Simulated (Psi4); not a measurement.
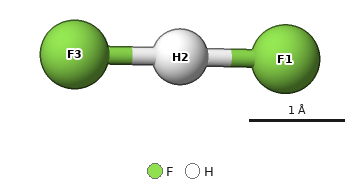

*The input geometry (ball-and-stick view, seen at a tilt; atoms are numbered from 1 in the order of the input).*

## Single-point calculation, with input and output: HF₂ (charge −1)

HF₂, charge −1, SMILES F[H-]F, computed with BP86/cc-pVDZ, RKS (Psi4 1.11).

The geometry comes from this level: PBE0-D4/def2-TZVPD.

Input (calc.in):
```
memory 1600 MB

molecule system {
  -1 1
  F     -0.973200     0.344400    -0.491000
  H      0.000000     0.000000     0.000000
  F      0.973200    -0.344400     0.491000
  symmetry c1
}

set {
  puream true
  scf_type pk
  dft_radial_points 50
  dft_spherical_points 194
}

energy("bp86/cc-pVDZ")
```

Run on 1 thread of Intel Xeon (Sapphire Rapids), 128 GiB of memory available, shared host.

Launch command:
```bash
psi4 calc.in calc.out -n 1
```

The program's output:
```
Psi4 1.11 release

   => Loading Basis Set <=

    Name: CC-PVDZ
    Role: ORBITAL
    Keyword: BASIS

         ---------------------------------------------------------
                                   SCF
                              RKS Reference
                        1 Threads,   1525 MiB Core
         ---------------------------------------------------------

  ==> Geometry <==

    Molecular point group: c1
    Full point group: D_inf_h

    Geometry (in Angstrom), charge = -1, multiplicity = 1:

       Center              X                  Y                   Z               Mass
    ------------   -----------------  -----------------  -----------------  -----------------
         F           -1.143158169284     0.000000000000    -0.000000000000    18.998403162730
         H            0.000000000000     0.000000000000     0.000000000000     1.007825032230
         F            1.143158169284    -0.000000000000     0.000000000000    18.998403162730

  Running in c1 symmetry.

  Rotational constants: A = ************  B =      0.33950  C =      0.33950 [cm^-1]
  Rotational constants: A = ************  B =  10177.88303  C =  10177.88303 [MHz]
  Nuclear repulsion =   27.080125616906713

  Charge       = -1
  Multiplicity = 1
  Electrons    = 20
  Nalpha       = 10
  Nbeta        = 10

  ==> Algorithm <==

  SCF Algorithm Type is PK.
  DIIS enabled.
  MOM disabled.
  Fractional occupation disabled.
  Guess Type is SAD.
  Energy threshold   = 1.00e-06
  Density threshold  = 1.00e-06
  Integral threshold = 1.00e-12

  ==> Primary Basis <==

  Basis Set: CC-PVDZ
    Blend: CC-PVDZ
    Number of shells: 15
    Number of basis functions: 33
    Number of Cartesian functions: 35
    Spherical Harmonics?: true
    Max angular momentum: 2

  ==> DFT Potential <==

   => LibXC <=

    Version 7.1.2

   => Composite Functional: BP86 <=

    BP86 GGA Exchange-Correlation Functional

    Deriv               =              1
    GGA                 =           TRUE
    Meta                =          FALSE

    Exchange Hybrid     =          FALSE
    MP2 Hybrid          =          FALSE

   => Exchange Functionals <=

    1.0000     XC_GGA_X_B88

   => Correlation Functionals <=

    1.0000     XC_GGA_C_P86

   => LibXC Density Thresholds  <==

    XC_GGA_C_P86:  1.00E-15
    XC_GGA_X_B88:  1.00E-15

   => Molecular Quadrature <=

    Radial Scheme          =       TREUTLER
    Pruning Scheme         =           NONE
    Nuclear Scheme         =       TREUTLER

    Blocking Scheme        =         OCTREE
    BS radius alpha        =              1
    Pruning alpha          =              1
    Radial Points          =             50
    Spherical Points       =            194
    Total Points           =          28942
    Total Blocks           =            282
    Max Points             =            255
    Max Functions          =             33
    Weights Tolerance      =       1.00E-15

  ==> Integral Setup <==

  Using in-core PK algorithm.
   Calculation information:
      Number of atoms:                   3
      Number of AO shells:              15
      Number of primitives:             49
      Number of atomic orbitals:        35
      Number of basis functions:        33

      Integral cutoff                 1.00e-12
      Number of threads:                 1

  Performing in-core PK
  Using 315282 doubles for integral storage.
  We computed 7219 shell quartets total.
  Whereas there are 7260 unique shell quartets.

  ==> DiskJK: Disk-Based J/K Matrices <==

    J tasked:                  Yes
    K tasked:                   No
    wK tasked:                  No
    Memory [MiB]:             1117
    Schwarz Cutoff:          1E-12

  Cached 100.0% of DFT collocation blocks in 0.026 [GiB].

  Minimum eigenvalue in the overlap matrix is 6.3050268923E-02.
  Reciprocal condition number of the overlap matrix is 2.1029575844E-02.
    Using symmetric orthogonalization.

  ==> Pre-Iterations <==

  SCF Guess: Superposition of Atomic Densities via on-the-fly atomic UHF (no occupation information).

   -------------------------
    Irrep   Nso     Nmo
   -------------------------
     A         33      33
   -------------------------
    Total      33      33
   -------------------------

  ==> Iterations <==

                        Total Energy        Delta E     RMS |[F,P]|

   @RKS iter SAD:  -199.86898446944662   -1.99869e+02   0.00000e+00
   @RKS iter   1:  -200.16364111481869   -2.94657e-01   2.11344e-02 ADIIS/DIIS
   @RKS iter   2:  -200.03596866906943    1.27672e-01   2.93985e-02 ADIIS/DIIS
   @RKS iter   3:  -200.30830357346716   -2.72335e-01   1.19820e-03 ADIIS/DIIS
   @RKS iter   4:  -200.30876094500823   -4.57372e-04   9.64117e-05 DIIS
   @RKS iter   5:  -200.30876387062415   -2.92562e-06   1.30187e-05 DIIS
   @RKS iter   6:  -200.30876392749047   -5.68663e-08   6.55923e-07 DIIS
  Energy and wave function converged.

  ==> Post-Iterations <==

   Electrons on quadrature grid:
      Ntotal   =   20.0000058339 ; deviation = 5.834e-06

    Orbital Energies [Eh]
    ---------------------

    Doubly Occupied:

       1A    -23.877464     2A    -23.877403     3A     -0.685083
       4A     -0.639057     5A     -0.105634     6A      0.035454
       7A      0.035454     8A      0.049409     9A      0.055915
      10A      0.055915

    Virtual:

      11A      0.440824    12A      0.813719    13A      1.289975
      14A      1.289975    15A      1.419372    16A      1.454550
      17A      1.454550    18A      1.465927    19A      1.711005
      20A      1.711005    21A      1.892338    22A      2.366802
      23A      2.545433    24A      3.836165    25A      3.836165
      26A      3.859275    27A      3.859286    28A      3.859289
      29A      3.859299    30A      4.085159    31A      4.085159
      32A      4.286963    33A      5.060319

    Final Occupation by Irrep:
              A
    DOCC [    10 ]
    NA   [    10 ]
    NB   [    10 ]

  @RKS Final Energy:  -200.30876392749047

   => Energetics <=

    Nuclear Repulsion Energy =             27.0801256169067130
    One-Electron Energy =                -341.3644708445706328
    Two-Electron Energy =                 135.6746897050416010
    DFT Exchange-Correlation Energy =     -21.6991084048681202
    Empirical Dispersion Energy =           0.0000000000000000
    VV10 Nonlocal Energy =                  0.0000000000000000
    Total Energy =                       -200.3087639274904745

Computation Completed

Properties will be evaluated at   0.000000,   0.000000,   0.000000 [a0]

Properties computed using the SCF density matrix

 Multipole Moments:

 ------------------------------------------------------------------------------------
     Multipole            Electronic (a.u.)      Nuclear  (a.u.)        Total (a.u.)
 ------------------------------------------------------------------------------------

 L = 1.  Multiply by 2.5417464519 to convert [e a0] to [Debye]
 Dipole X            :          0.0000000            0.0000000            0.0000000
 Dipole Y            :         -0.0000000            0.0000000           -0.0000000
 Dipole Z            :          0.0000000            0.0000000            0.0000000
 Magnitude           :                                                    0.0000000

 ------------------------------------------------------------------------------------

	total time  =          1 seconds =       0.02 minutes

    Psi4 run time: 0:00:01.21
```

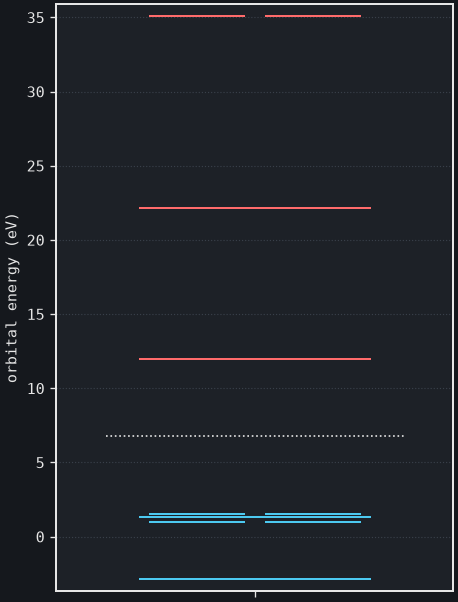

*Orbital energies near the frontier; the dotted line parts filled from empty levels, and levels within 0.02 eV of each other stand side by side.*

Highest filled 1.52 eV, lowest empty 12.00 eV, 10.48 eV apart.

Summary:

- outcome: converged
- total energy: −200.308764 hartree
- basis functions: 33
- HOMO: 1.52 eV
- LUMO: 12.00 eV
- wall time: 2.4 s
- peak memory: 0.24 GiB

Notes:

The record of the run, not the program, notes: unbound anion.
